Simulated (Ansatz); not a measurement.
# BNH2F (SMILES N[B]F) at 6 levels

We compute a comparison of 6 runs (U-revPBE/STO-3G, UHSE06/STO-3G, UPBE0/STO-3G, UCCSDT(Q)/STO-3G, UCCSD/STO-3G, UCCSD(T)/STO-3G) of BNH2F. 

The results are computed with Ansatz 0.2.0.

78 further runs of the same task are left out: 78 set aside as unsound or not needed.

## 1. The molecule

BNH2F has 5 atoms, charge 0, and is taken as a doublet. As SMILES, `N[B]F`. The H4–N1 distance was set to 2.007 Å, away from the relaxed value. At this shape a bond of the SMILES string is far longer than usual.

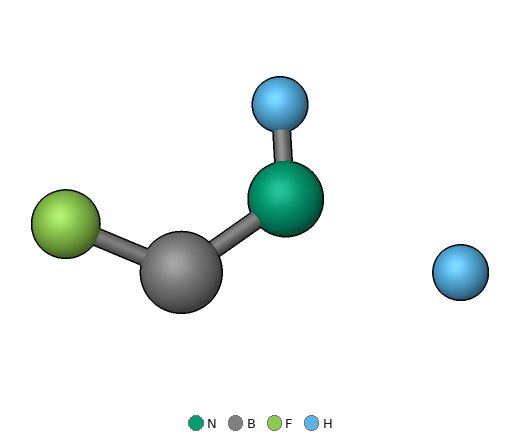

Viewed from a chosen angle; nitrogen teal, boron grey, fluorine green, hydrogen blue.

## 2. The energy at U-revPBE/STO-3G (run 1)

Input file run.yaml:

```yaml
crystal:
  periodic: [false, false, false]
  atoms:
    - symbol: "N"
      position_ang: [0.389176, 0.247201, 0.415376]
    - symbol: B
      position_ang: [0.961176, -0.942099, 0.832976]
    - symbol: F
      position_ang: [1.890876, -0.994499, 1.774276]
    - symbol: H
      position_ang: [-1.019600, 0.322000, -1.012000]
    - symbol: H
      position_ang: [0.645876, 1.144301, 0.802576]
basis:
  gaussian:
    orbitals: STO-3G
magnetization:
  spin_polarized: true
  initial_magnetization: 1
hamiltonian:
  xc: {name: revPBE}
accuracy: high
```

The run is started by

```console
ansatz run run.yaml --threads 1 --pin off --max-ram 2610MiB --events-out events.jsonl --progress --plain --runs-dir runs
```

Output:

```text
Warning: RAYON_NUM_THREADS=1 ignored (pool sized by the plan → 1); use --threads N
Functional definition: revPBE
  name "revPBE"
  parameter kappa = 1.245
  parameter beta = 0.06672455060314922
  exchange = pbe_x(kappa = kappa, mu = beta*pi^2/3)
  correlation = pbe_c(beta = beta)
293 factors; integrals over basis functions are off by at most 2.1e-8 eV
mean field evaluation 1: about -4836.5442 eV, gradient 2.4e1 eV
mean field evaluation 2: about -4767.8513 eV, gradient 9.0e1 eV
mean field evaluation 4: about -4840.0668 eV, gradient 9.1e0 eV
mean field evaluation 8: about -4842.0828 eV, gradient 2.2e0 eV
mean field evaluation 16: about -4842.0991 eV, gradient 6.2e-2 eV
mean field evaluation 32: about -4839.3060 eV, gradient 8.5e0 eV
mean field -4842.09918537 eV, -177.9438629696 hartree, gradient 1.1e-8 eV, S^2 0.859769; 2 other end points of the search recorded, 0 dependent functions left out
reference -4842.09918771 eV, -177.9438630555 hartree; 12, 11 occupied and 5, 6 virtual orbitals, 293 factors
Total energy: -4842.09918771 eV, -177.9438630555 hartree
```

It took 2.5 s on 1 thread of Arm Neoverse V2, shared host; peak memory 0.12 GiB.

## 3. The energy at UHSE06/STO-3G (run 2)

Changes to run.yaml since step 2:

```diff
@@ -1 +1,3 @@
+basis:
+  gaussian: {orbitals: STO-3G}
 crystal:
@@ -13,10 +15,4 @@
       position_ang: [0.645876, 1.144301, 0.802576]
-basis:
-  gaussian:
-    orbitals: STO-3G
-magnetization:
-  spin_polarized: true
-  initial_magnetization: 1
-hamiltonian:
-  xc: {name: revPBE}
 accuracy: high
+hamiltonian: {xc: {name: HSE06}}
+magnetization: {spin_polarized: true, initial_magnetization: 1}
```

The run is started by

```console
ansatz run run.yaml --threads 1 --pin off --max-ram 2610MiB --events-out events.jsonl --progress --plain --runs-dir runs
```

Output:

```text
Warning: RAYON_NUM_THREADS=1 ignored (pool sized by the plan → 1); use --threads N
Functional definition: HSE06
  name "HSE06"
  parameter a = 0.25
  parameter omega = 0.11/bohr
  exchange = pbe_x - a*pbe_x_sr(omega) + a*exact_x_sr(omega)
  correlation = pbe_c
293 factors; integrals over basis functions are off by at most 2.1e-8 eV
52 factors; integrals over basis functions are off by at most 5.9e-10 eV
mean field evaluation 1: about -4833.0519 eV, gradient 2.2e1 eV
mean field evaluation 2: about -4780.3026 eV, gradient 8.3e1 eV
mean field evaluation 4: about -4837.6085 eV, gradient 3.1e0 eV
mean field evaluation 8: about -4837.8267 eV, gradient 1.7e0 eV
mean field evaluation 16: about -4837.8209 eV, gradient 1.2e-3 eV
mean field evaluation 32: about -4836.8152 eV, gradient 4.6e0 eV
mean field -4837.82093204 eV, -177.7866400597 hartree, gradient 8.3e-8 eV, S^2 1.029439; 6 other end points of the search recorded, 0 dependent functions left out
reference -4837.82093396 eV, -177.7866401301 hartree; 12, 11 occupied and 5, 6 virtual orbitals, 293 factors
Total energy: -4837.82093396 eV, -177.7866401301 hartree
```

Wall time 3.6 s (1 thread of Arm Neoverse V2, shared host); peak memory 0.12 GiB.

Runs 3 to 5 aren't shown in full; the table further down has their settings and results.

## 4. A single-point energy at UCCSD(T)/STO-3G (run 6)

Input file input.yaml:

```yaml
crystal:
  periodic: [false, false, false]
  atoms:
    - {symbol: "N", position_ang: [0.389176, 0.247201, 0.415376]}
    - {symbol: B, position_ang: [0.961176, -0.942099, 0.832976]}
    - {symbol: F, position_ang: [1.890876, -0.994499, 1.774276]}
    - {symbol: H, position_ang: [-1.019600, 0.322000, -1.012000]}
    - {symbol: H, position_ang: [0.645876, 1.144301, 0.802576]}
basis:
  gaussian:
    orbitals: STO-3G
magnetization:
  spin_polarized: true
  initial_magnetization: 1
correlation:
  method: ccsd_t
  frozen_orbitals: {B: 1, F: 1, H: 0, "N": 1}
accuracy: high
scf:
  omitted_lower_state_checks: [cluster_reference, increment]
```

The run is started by

```console
ansatz run input.yaml --threads 1 --pin off --max-ram 2610MiB --events-out events.jsonl --progress --plain --runs-dir runs
```

Output:

```text
Warning: RAYON_NUM_THREADS=1 ignored (pool sized by the plan → 1); use --threads N
[... 19 lines left out ...]
3 core orbitals not correlated: weight in the atoms' cores, before any rotation towards them, 1.000 or more for the frozen orbitals, at most 0.000 for the correlated occupied ones
[... 55 lines left out ...]
Total energy: -4823.89898594 eV, -177.2750179772 hartree
Checks for a lower state left out: cluster_reference, increment
```

Wall time 0.63 s (1 thread of Arm Neoverse V2, shared host).

## 5. All runs side by side

```tsv
run	level	frozen core orbitals	energy (Eh)	⟨S²⟩	wall time
1	U-revPBE/STO-3G	–	-177.943863	0.860	2.5 s
2	UHSE06/STO-3G	–	-177.786640	1.029	3.6 s
3	UPBE0/STO-3G	–	-177.794116	1.035	2.7 s
4	UCCSDT(Q)/STO-3G	3	-177.279807	1.609	2.5 s
5	UCCSD/STO-3G	3	-177.267325	1.609	0.62 s
6	UCCSD(T)/STO-3G	3	-177.275018	1.609	0.63 s
```

## 6. Outcome

| quantity | value |
| --- | --- |
| run 6: total energy | -177.27502 Eh |
| run 6: correlation energy (3 core orbitals frozen) | -133.8 mEh |
| run 6: (T) correction | -7.69 mEh |
| run 6: ⟨S²⟩ of the reference determinant | 1.609 |
| run 6: T1 diagnostic | 0.084 |

In words: Totals of different functionals can't be ranked against each other. In runs 1, 2, 3, 4, 5, 6 the basis is minimal, so the values are rough. Spin contamination of the reference: run 4 ⟨S²⟩ = 1.61, run 5 ⟨S²⟩ = 1.61, run 6 ⟨S²⟩ = 1.61, run 3 ⟨S²⟩ = 1.04, run 2 ⟨S²⟩ = 1.03, run 1 ⟨S²⟩ = 0.86. Where it is this large, the reference is a mixture of spin states, and values that rest on it are in doubt. All runs together took 13 s, the longest 3.6 s.
